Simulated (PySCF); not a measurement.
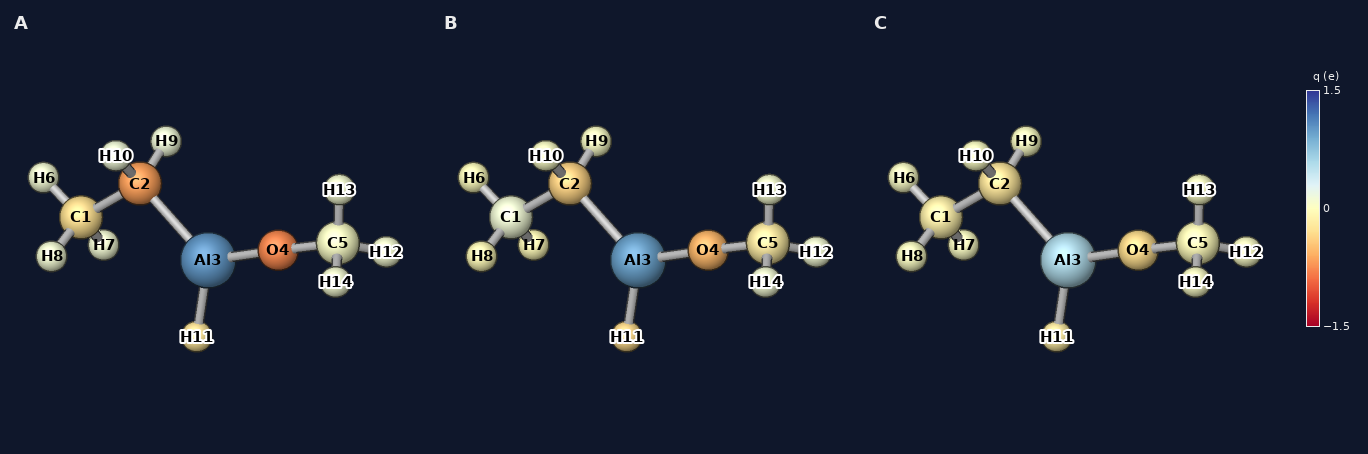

Atomic charges of one calculation by 3 schemes, on one colour scale. The computed structure is the end point of a GFN2-xTB optimisation. No frequency run is at hand to confirm it as a minimum. Computed with PBE0/pcSseg-1 (PySCF 2.14.0).

Question: The schemes are ESP-fitted, Hirshfeld, Mulliken. Which panel shows which?

Answer: A Mulliken, B ESP-fitted, C Hirshfeld.

List the charges (e), one line for each set of equivalent atoms. Atoms whose distances differ by more than 0.02 Å in this geometry are listed apart.

| atom | Mulliken | ESP-fitted | Hirshfeld |
| --- | --- | --- | --- |
| C1 | −0.28 | 0.12 | −0.12 |
| C2 | −0.66 | −0.37 | −0.22 |
| Al3 | 1.02 | 0.96 | 0.57 |
| O4 | −0.77 | −0.53 | −0.30 |
| C5 | 0.04 | −0.17 | −0.03 |
| H6 | 0.12 | 0.00 | 0.04 |
| H7 | 0.11 | −0.05 | 0.03 |
| H8 | 0.11 | −0.04 | 0.04 |
| H9 | 0.13 | 0.04 | 0.03 |
| H10 | 0.13 | 0.04 | 0.03 |
| H11 | −0.24 | −0.33 | −0.18 |
| H12 | 0.10 | 0.11 | 0.04 |
| H13 | 0.10 | 0.09 | 0.04 |
| H14 | 0.10 | 0.12 | 0.04 |

The geometry is semi-empirical. Around Al such bond lengths and angles can be off by a tenth of an ångström or more and by several degrees, and values that hang on the shape move with them.
